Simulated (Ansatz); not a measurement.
GaH$_{4}$NO···H$_{2}$

Input file:

```
crystal:
  periodic: [false, false, false]
  atoms:
    - { symbol: Ga, position_ang: [0.0, 0.0, 0.0] }
    - { symbol: O, position_ang: [0.0, 0.0, 2.14] }
    - { symbol: H, position_ang: [-0.9095, -0.2814, 2.4771] }
    - { symbol: H, position_ang: [1.3596, 0.0, -0.785] }
    - { symbol: "N", position_ang: [-1.6714, 0.0, -0.965] }
    - { symbol: H, position_ang: [-2.3403, -0.8164, -0.8664] }
    - { symbol: H, position_ang: [-1.9204, 0.8164, -1.5936] }
    - { symbol: H, position_ang: [0.0838, 1.7726, 0.5897] }
    - { symbol: H, position_ang: [0.0648, 1.3714, 1.5381] }
basis:
  gaussian: { orbitals: def2-SVP }
hamiltonian:
  xc: hf
relax:
  f_tol: 0.15
  max_steps: 25
  restrain:
    - { distance: [0, 7], at: 2.77, k: 30.0 }
    - { distance: [8, 1], at: 2.21, k: 30.0 }
    - { distance: [0, 1], at: 1.79, k: 30.0 }
    - { distance: [8, 7], at: 0.66, k: 30.0 }
output:
  orbitals: {}
```

Launched as:

```sh
ansatz run input.yaml --threads 1 --pin off --max-ram 2048MiB --backend cpu --events-out ev --progress --plain --runs-dir out
```

The fields are those of the run's last geometry, not of the input's.

Not at a stationary point (largest force 1.6 eV/Å).

The calculation used Ansatz, RHF/def2-SVP.

What can the converged electron density and electron localisation function tell about the bonding?

Answer. Ga1···H6 (2.53 Å): the density falls to about 0.71 e/Å³ on the way; the ELF climbs to about 1 towards the hydrogen.
Ga–O (1.79 Å): the density is about 0.85 e/Å³ at the midpoint; the ELF peaks at about 0.85 in the valence shell of O, 0.6 Å from its nucleus, and is about 0.20 at the midpoint.
Ga–N (1.82 Å): ρ is about 0.91 e/Å³ halfway; the ELF peaks at about 0.90 in the valence shell of N, 0.6 Å from its nucleus, and is about 0.35 at the midpoint.
O–H (0.94 Å): the density is about 3.8 e/Å³ at the midpoint; the ELF climbs to about 1 towards the hydrogen (a covalent bond by its length).

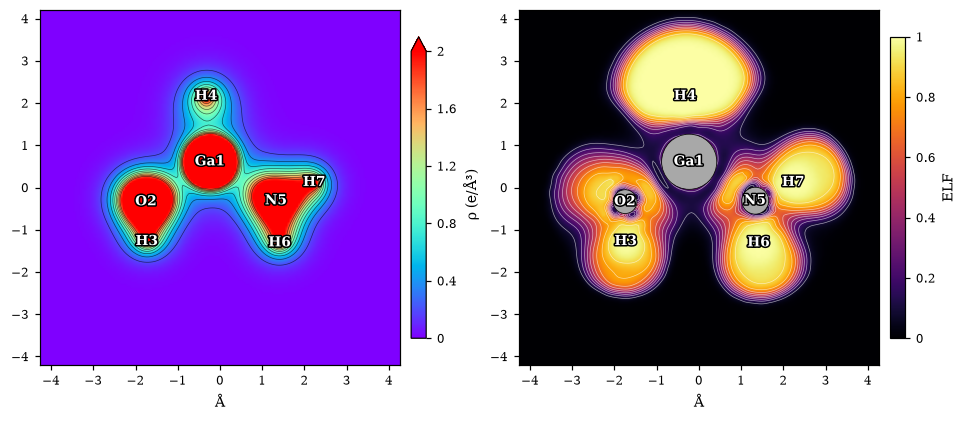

Computed electron density and electron localisation function on the plane of atoms O2, Ga1 and N5, in this order. Grey discs cover the atomic cores in the ELF map. 
